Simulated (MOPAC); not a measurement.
## C$_{6}$H$_{6}$Si (charge −1): geometry relaxation (part 2 of 3)

The same run, continued: C$_{6}$H$_{6}$Si, charge −1, multiplicity 2; PM7, ROHF, dispersion built in (MOPAC 23.2.5). The starting geometry was optimised with PM7.

Geometry of the input (Å):
```
C  3.2870  0.1919  -0.1966
C  2.0131  0.0760  -0.1310
C  0.6208  -0.0511  -0.0594
C  -0.0574  -1.2174  -0.1809
Si -1.8285  -0.7867  -0.0064
C  -1.5281  1.0065  0.2289
C  -0.1948  1.1773  0.1672
H  4.3027  0.2851  -0.2487
H  0.3855  -2.1928  -0.3475
H  -2.5951  -1.0715  -1.2070
H  -2.4447  -1.4065  1.1539
H  -2.2642  1.7864  0.3872
H  0.3261  2.1249  0.2679
```

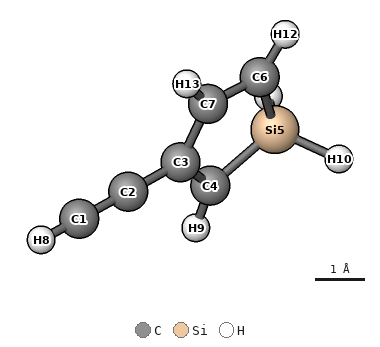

Fig. 1: The geometry at step 10 of the log (ball-and-stick view, seen at a tilt; atoms are numbered from 1 in the order of the input).

**Trajectory as extended XYZ, continued**
```
13
Properties=species:S:1:pos:R:3:forces:R:3 step=2 energy=2.53286
C     3.2878    0.1917   -0.1968    0.7805   0.0745  -0.0382
C     2.0072    0.0751   -0.1306   -0.6587   0.0069   0.0436
C     0.6308   -0.0184   -0.0551   -0.2326  -0.2810  -0.0311
C    -0.0724   -1.2395   -0.1833   -0.0303   0.5559   0.0830
Si   -1.8222   -0.7849   -0.0066    0.4208   0.0775  -0.0123
C    -1.5371    1.0069    0.2298    0.2098  -0.0416  -0.0258
C    -0.1826    1.1656    0.1643   -0.0138  -0.1938  -0.0166
H     4.2981    0.2842   -0.2485   -0.2837  -0.0501   0.0103
H     0.3832   -2.1896   -0.3468   -0.0363   0.0250   0.0054
H    -2.5965   -1.0721   -1.2061   -0.0547  -0.0261   0.0838
H    -2.4461   -1.4069    1.1531   -0.0634  -0.0027  -0.0825
H    -2.2628    1.7837    0.3866    0.0771  -0.0874  -0.0167
H     0.3247    2.1236    0.2678   -0.1149  -0.0572  -0.0030
13
Properties=species:S:1:pos:R:3:forces:R:3 step=3 energy=2.52464
C     3.2901    0.1918   -0.1972    0.2667   0.0308  -0.0097
C     2.0053    0.0756   -0.1303   -0.3878   0.0142   0.0250
C     0.6269   -0.0215   -0.0554    0.1861   0.0333  -0.0095
C    -0.0743   -1.2323   -0.1819   -0.0509  -0.0576  -0.0057
Si   -1.8180   -0.7841   -0.0069    0.2127   0.0385  -0.0010
C    -1.5355    1.0060    0.2295    0.0240  -0.0303  -0.0108
C    -0.1832    1.1615    0.1639    0.0954   0.0598   0.0088
H     4.2948    0.2833   -0.2483   -0.1350  -0.0340   0.0025
H     0.3825   -2.1893   -0.3468   -0.0952   0.1451   0.0269
H    -2.5974   -1.0726   -1.2046   -0.0348  -0.0205   0.0963
H    -2.4471   -1.4071    1.1516   -0.0446   0.0080  -0.0977
H    -2.2620    1.7822    0.3864    0.0797  -0.0814  -0.0163
H     0.3232    2.1226    0.2678   -0.1165  -0.1057  -0.0088
13
Properties=species:S:1:pos:R:3:forces:R:3 step=4 energy=2.52064
C     3.2900    0.1913   -0.1968   -0.2157  -0.0054   0.0136
C     2.0018    0.0771   -0.1301    0.1761   0.0250  -0.0110
C     0.6276   -0.0236   -0.0566    0.0106   0.1755   0.0356
C    -0.0770   -1.2316   -0.1819    0.0039  -0.0257  -0.0027
Si   -1.8130   -0.7827   -0.0067    0.0888   0.0093  -0.0130
C    -1.5347    1.0043    0.2287    0.0769   0.0037   0.0039
C    -0.1827    1.1630    0.1652    0.0333  -0.1512  -0.0411
H     4.2906    0.2815   -0.2484   -0.0297  -0.0221  -0.0011
H     0.3798   -2.1835   -0.3447   -0.0438   0.0027   0.0010
H    -2.5989   -1.0736   -1.1967   -0.0484  -0.0217   0.0385
H    -2.4488   -1.4068    1.1437   -0.0557  -0.0120  -0.0308
H    -2.2602    1.7785    0.3852    0.0276  -0.0315  -0.0070
H     0.3197    2.1180    0.2671   -0.0239   0.0536   0.0140
13
Properties=species:S:1:pos:R:3:forces:R:3 step=5 energy=2.52026
C     3.2881    0.1907   -0.1966   -0.1842  -0.0060   0.0066
C     2.0000    0.0777   -0.1307    0.2791   0.0375   0.0005
C     0.6281   -0.0195   -0.0541   -0.0354  -0.1871  -0.0530
C    -0.0776   -1.2307   -0.1817    0.0872   0.0644   0.0097
Si   -1.8103   -0.7816   -0.0074    0.0408   0.0017   0.0309
C    -1.5328    1.0038    0.2296   -0.0619  -0.0405  -0.0236
C    -0.1824    1.1578    0.1622    0.0627   0.2531   0.0701
H     4.2882    0.2796   -0.2487   -0.0130  -0.0210  -0.0019
H     0.3775   -2.1812   -0.3441   -0.0082  -0.0343  -0.0064
H    -2.6007   -1.0748   -1.1888   -0.0767  -0.0276  -0.0439
H    -2.4508   -1.4072    1.1370   -0.0596  -0.0257   0.0177
H    -2.2589    1.7758    0.3845    0.0171   0.0018   0.0037
H     0.3178    2.1186    0.2688   -0.0478  -0.0162  -0.0105
13
Properties=species:S:1:pos:R:3:forces:R:3 step=6 energy=2.51890
C     3.2871    0.1906   -0.1969    0.0324   0.0104   0.0003
C     2.0008    0.0776   -0.1298    0.0228   0.0129  -0.0033
C     0.6279   -0.0206   -0.0560   -0.0124  -0.0230   0.0063
C    -0.0771   -1.2302   -0.1816    0.0579   0.0002  -0.0036
Si   -1.8097   -0.7816   -0.0065   -0.0011  -0.0262  -0.0255
C    -1.5336    1.0027    0.2281    0.0714   0.0153   0.0062
C    -0.1812    1.1609    0.1644   -0.0409   0.0400   0.0003
H     4.2875    0.2784   -0.2488   -0.0098  -0.0179  -0.0018
H     0.3770   -2.1824   -0.3447   -0.0153  -0.0092  -0.0017
H    -2.6022   -1.0759   -1.1905   -0.0413  -0.0168   0.0079
H    -2.4522   -1.4082    1.1371   -0.0512  -0.0191   0.0099
H    -2.2586    1.7753    0.3843    0.0057   0.0008  -0.0010
H     0.3170    2.1192    0.2687   -0.0181   0.0327   0.0061
13
Properties=species:S:1:pos:R:3:forces:R:3 step=7 energy=2.51862
C     3.2873    0.1905   -0.1972    0.0338   0.0078   0.0002
C     2.0012    0.0779   -0.1299   -0.0725   0.0069   0.0066
C     0.6273   -0.0211   -0.0551    0.0393   0.0687   0.0049
C    -0.0760   -1.2308   -0.1813    0.0016   0.0173  -0.0019
Si   -1.8097   -0.7824   -0.0079    0.0065  -0.0231   0.0526
C    -1.5321    1.0033    0.2285   -0.0418  -0.0104  -0.0054
C    -0.1820    1.1635    0.1646    0.0865  -0.0632  -0.0082
H     4.2866    0.2767   -0.2492    0.0223  -0.0122  -0.0040
H     0.3760   -2.1830   -0.3445    0.0016  -0.0235  -0.0039
H    -2.6040   -1.0772   -1.1890   -0.0480  -0.0175  -0.0144
H    -2.4543   -1.4093    1.1382   -0.0237   0.0053  -0.0328
H    -2.2583    1.7750    0.3840   -0.0019   0.0030   0.0023
H     0.3160    2.1210    0.2693   -0.0036   0.0410   0.0039
13
Properties=species:S:1:pos:R:3:forces:R:3 step=8 energy=2.51824
C     3.2870    0.1900   -0.1969    0.0297   0.0053  -0.0023
C     2.0008    0.0785   -0.1298   -0.0405   0.0065   0.0060
C     0.6275   -0.0203   -0.0550    0.0343   0.0591  -0.0014
C    -0.0752   -1.2300   -0.1822   -0.0167  -0.0121   0.0101
Si   -1.8094   -0.7834   -0.0064   -0.0031   0.0087  -0.0460
C    -1.5316    1.0033    0.2277   -0.0202  -0.0227   0.0067
C    -0.1810    1.1641    0.1645    0.0353  -0.0378  -0.0028
H     4.2860    0.2745   -0.2498    0.0332  -0.0089  -0.0028
H     0.3750   -2.1839   -0.3451    0.0052   0.0008  -0.0032
H    -2.6066   -1.0789   -1.1889   -0.0149  -0.0058   0.0241
H    -2.4566   -1.4100    1.1349   -0.0355  -0.0135   0.0134
H    -2.2578    1.7747    0.3838   -0.0041   0.0054  -0.0002
H     0.3148    2.1235    0.2703   -0.0026   0.0150  -0.0014
13
Properties=species:S:1:pos:R:3:forces:R:3 step=9 energy=2.51820
C     3.2865    0.1893   -0.1973    0.0435   0.0037  -0.0023
C     2.0002    0.0796   -0.1292    0.0477   0.0066  -0.0090
C     0.6282   -0.0184   -0.0557   -0.0213  -0.0108   0.0198
C    -0.0748   -1.2288   -0.1802    0.0049  -0.0452  -0.0260
Si   -1.8090   -0.7838   -0.0082   -0.0286   0.0013   0.0460
C    -1.5317    1.0019    0.2278    0.0825   0.0169  -0.0017
C    -0.1790    1.1642    0.1652   -0.1254   0.0175   0.0002
H     4.2860    0.2715   -0.2510    0.0247  -0.0071  -0.0011
H     0.3738   -2.1848   -0.3456    0.0020   0.0451   0.0100
H    -2.6100   -1.0811   -1.1852   -0.0217  -0.0094  -0.0160
H    -2.4603   -1.4116    1.1337   -0.0067   0.0067  -0.0183
H    -2.2573    1.7744    0.3836    0.0039  -0.0073  -0.0005
H     0.3132    2.1265    0.2707   -0.0055  -0.0180  -0.0011
13
Properties=species:S:1:pos:R:3:forces:R:3 step=10 energy=2.51796
C     3.2872    0.1894   -0.1972    0.0168   0.0009  -0.0017
C     2.0008    0.0798   -0.1293    0.0201   0.0059  -0.0030
C     0.6280   -0.0184   -0.0551    0.0057  -0.0260   0.0036
C    -0.0749   -1.2295   -0.1813   -0.0018   0.0212   0.0008
Si   -1.8093   -0.7835   -0.0073   -0.0223  -0.0167  -0.0088
C    -1.5310    1.0017    0.2273   -0.0285   0.0262   0.0152
C    -0.1801    1.1642    0.1653   -0.0079   0.0144  -0.0082
H     4.2867    0.2712   -0.2511    0.0266  -0.0063  -0.0013
H     0.3740   -2.1839   -0.3453    0.0133   0.0115   0.0007
H    -2.6104   -1.0815   -1.1860   -0.0086  -0.0022   0.0078
H    -2.4606   -1.4116    1.1330   -0.0140   0.0006  -0.0013
H    -2.2574    1.7744    0.3835    0.0089  -0.0138  -0.0037
H     0.3132    2.1262    0.2704   -0.0084  -0.0157   0.0001
13
Properties=species:S:1:pos:R:3:forces:R:3 step=11 energy=2.51788
C     3.2881    0.1894   -0.1972    0.0151   0.0004  -0.0031
C     2.0015    0.0801   -0.1295   -0.0118   0.0003   0.0062
C     0.6283   -0.0189   -0.0540    0.0185   0.0185  -0.0164
C    -0.0749   -1.2292   -0.1819   -0.0144   0.0155   0.0109
Si   -1.8101   -0.7843   -0.0073    0.0072   0.0251  -0.0104
C    -1.5315    1.0029    0.2287    0.0053  -0.0485  -0.0202
C    -0.1806    1.1645    0.1641    0.0019  -0.0145   0.0206
H     4.2878    0.2706   -0.2512    0.0191  -0.0057  -0.0010
H     0.3745   -2.1831   -0.3450    0.0138  -0.0002  -0.0028
H    -2.6109   -1.0818   -1.1859   -0.0115  -0.0018   0.0023
H    -2.4612   -1.4116    1.1323   -0.0205  -0.0082   0.0125
H    -2.2572    1.7738    0.3829   -0.0210   0.0207   0.0081
H     0.3130    2.1256    0.2703   -0.0016  -0.0017  -0.0066
13
Properties=species:S:1:pos:R:3:forces:R:3 step=12 energy=2.51775
C     3.2885    0.1892   -0.1974    0.0134  -0.0010  -0.0020
C     2.0019    0.0805   -0.1292    0.0047   0.0009   0.0006
C     0.6287   -0.0183   -0.0544    0.0035   0.0054  -0.0029
C    -0.0749   -1.2286   -0.1815   -0.0046   0.0088   0.0034
Si   -1.8104   -0.7843   -0.0074    0.0032   0.0114  -0.0054
C    -1.5314    1.0022    0.2280   -0.0211  -0.0189  -0.0013
C    -0.1807    1.1644    0.1649    0.0160  -0.0057  -0.0007
H     4.2886    0.2694   -0.2517    0.0101  -0.0051  -0.0003
H     0.3746   -2.1828   -0.3451    0.0101   0.0073  -0.0005
H    -2.6122   -1.0826   -1.1852   -0.0085  -0.0009   0.0007
H    -2.4625   -1.4120    1.1320   -0.0141  -0.0032   0.0072
H    -2.2572    1.7739    0.3832   -0.0093   0.0048   0.0022
H     0.3125    2.1259    0.2700   -0.0035  -0.0038  -0.0010
13
Properties=species:S:1:pos:R:3:forces:R:3 step=13 energy=2.51766
C     3.2898    0.1888   -0.1976   -0.0116  -0.0057  -0.0010
C     2.0028    0.0814   -0.1290    0.0124  -0.0019   0.0005
C     0.6293   -0.0174   -0.0540    0.0156  -0.0080  -0.0095
C    -0.0749   -1.2276   -0.1814    0.0007   0.0119   0.0048
Si   -1.8110   -0.7842   -0.0076   -0.0100  -0.0184   0.0015
C    -1.5318    1.0007    0.2279   -0.0068   0.0291   0.0023
C    -0.1808    1.1643    0.1648   -0.0139   0.0030   0.0052
H     4.2902    0.2670   -0.2523    0.0033  -0.0029   0.0005
H     0.3750   -2.1813   -0.3451    0.0107  -0.0003  -0.0017
H    -2.6147   -1.0842   -1.1844    0.0019   0.0036   0.0054
H    -2.4654   -1.4129    1.1316    0.0004   0.0061  -0.0061
H    -2.2574    1.7739    0.3835    0.0025  -0.0127  -0.0013
H     0.3115    2.1263    0.2698   -0.0053  -0.0036  -0.0005
13
Properties=species:S:1:pos:R:3:forces:R:3 step=14 energy=2.51764
C     3.2905    0.1885   -0.1978   -0.0002  -0.0059   0.0003
C     2.0035    0.0817   -0.1287    0.0063  -0.0019  -0.0063
C     0.6300   -0.0170   -0.0548   -0.0105  -0.0020   0.0103
C    -0.0750   -1.2268   -0.1810    0.0072  -0.0004  -0.0046
Si   -1.8116   -0.7848   -0.0076    0.0044   0.0023   0.0030
C    -1.5321    1.0010    0.2277   -0.0105  -0.0026   0.0055
C    -0.1812    1.1641    0.1654    0.0121   0.0074  -0.0130
H     4.2913    0.2657   -0.2525   -0.0051  -0.0023   0.0011
H     0.3755   -2.1805   -0.3452    0.0061   0.0029   0.0004
H    -2.6159   -1.0848   -1.1836    0.0017   0.0028  -0.0010
H    -2.4667   -1.4131    1.1309    0.0002   0.0035   0.0006
H    -2.2575    1.7736    0.3835   -0.0069  -0.0020  -0.0003
H     0.3110    2.1263    0.2695   -0.0046  -0.0018   0.0041
13
Properties=species:S:1:pos:R:3:forces:R:3 step=15 energy=2.51761
C     3.2903    0.1884   -0.1977    0.0017  -0.0053  -0.0018
C     2.0034    0.0815   -0.1290    0.0000  -0.0011   0.0000
C     0.6299   -0.0170   -0.0544   -0.0033   0.0011  -0.0021
C    -0.0749   -1.2268   -0.1812    0.0044  -0.0033  -0.0001
Si   -1.8115   -0.7847   -0.0075    0.0051   0.0024   0.0014
C    -1.5322    1.0010    0.2278   -0.0041   0.0026   0.0008
C    -0.1812    1.1643    0.1650    0.0016  -0.0014  -0.0007
H     4.2911    0.2659   -0.2523   -0.0026  -0.0028   0.0008
H     0.3756   -2.1806   -0.3452    0.0056   0.0043   0.0000
H    -2.6156   -1.0845   -1.1837    0.0004   0.0020  -0.0013
H    -2.4664   -1.4129    1.1310   -0.0010   0.0021   0.0017
H    -2.2577    1.7735    0.3836   -0.0050  -0.0036  -0.0001
H     0.3110    2.1261    0.2698   -0.0029   0.0032   0.0014
13
Properties=species:S:1:pos:R:3:forces:R:3 step=16 energy=2.51761
C     3.2903    0.1882   -0.1977   -0.0020  -0.0041  -0.0003
C     2.0034    0.0815   -0.1291   -0.0032  -0.0015  -0.0012
C     0.6298   -0.0170   -0.0545    0.0044   0.0025  -0.0008
C    -0.0747   -1.2269   -0.1812   -0.0008   0.0018  -0.0001
Si   -1.8113   -0.7847   -0.0075    0.0008  -0.0003   0.0002
C    -1.5323    1.0010    0.2279    0.0064  -0.0004  -0.0015
C    -0.1812    1.1643    0.1648   -0.0068   0.0014   0.0032
H     4.2910    0.2658   -0.2520    0.0009  -0.0031   0.0001
H     0.3759   -2.1804   -0.3453    0.0076  -0.0019  -0.0008
H    -2.6155   -1.0843   -1.1838    0.0021   0.0021   0.0016
H    -2.4664   -1.4128    1.1312    0.0003   0.0026  -0.0006
H    -2.2580    1.7733    0.3836   -0.0064  -0.0003   0.0006
H     0.3108    2.1262    0.2701   -0.0032   0.0012  -0.0005
13
Properties=species:S:1:pos:R:3:forces:R:3 step=17 energy=2.51760
C     3.2904    0.1876   -0.1976   -0.0025  -0.0025  -0.0008
C     2.0034    0.0816   -0.1293   -0.0041  -0.0004   0.0016
C     0.6298   -0.0167   -0.0545    0.0021   0.0040  -0.0037
C    -0.0745   -1.2267   -0.1813   -0.0019   0.0005   0.0009
Si   -1.8112   -0.7848   -0.0073   -0.0001   0.0005  -0.0010
C    -1.5326    1.0009    0.2279    0.0091  -0.0012  -0.0016
C    -0.1815    1.1645    0.1647   -0.0072  -0.0010   0.0063
H     4.2910    0.2653   -0.2516    0.0021  -0.0037  -0.0004
H     0.3766   -2.1799   -0.3454    0.0060  -0.0023  -0.0007
H    -2.6156   -1.0840   -1.1837    0.0028   0.0011   0.0016
H    -2.4667   -1.4124    1.1313    0.0015   0.0017  -0.0008
H    -2.2586    1.7728    0.3837   -0.0053   0.0006   0.0005
H     0.3104    2.1264    0.2705   -0.0025   0.0026  -0.0020
13
Properties=species:S:1:pos:R:3:forces:R:3 step=18 energy=2.51758
C     3.2906    0.1866   -0.1977   -0.0025  -0.0002   0.0008
C     2.0035    0.0817   -0.1295   -0.0074   0.0020   0.0010
C     0.6297   -0.0159   -0.0548    0.0048   0.0014  -0.0013
C    -0.0740   -1.2264   -0.1813   -0.0035   0.0003  -0.0001
Si   -1.8109   -0.7851   -0.0072    0.0015   0.0021  -0.0017
C    -1.5329    1.0008    0.2279    0.0056   0.0001  -0.0011
C    -0.1819    1.1649    0.1647   -0.0063  -0.0011   0.0061
H     4.2913    0.2639   -0.2510    0.0021  -0.0048  -0.0014
H     0.3781   -2.1792   -0.3457    0.0027  -0.0013   0.0000
H    -2.6156   -1.0837   -1.1833    0.0024  -0.0010  -0.0010
H    -2.4672   -1.4117    1.1314    0.0026  -0.0011   0.0009
H    -2.2598    1.7720    0.3837   -0.0008   0.0001   0.0005
H     0.3095    2.1269    0.2709   -0.0012   0.0035  -0.0028
```
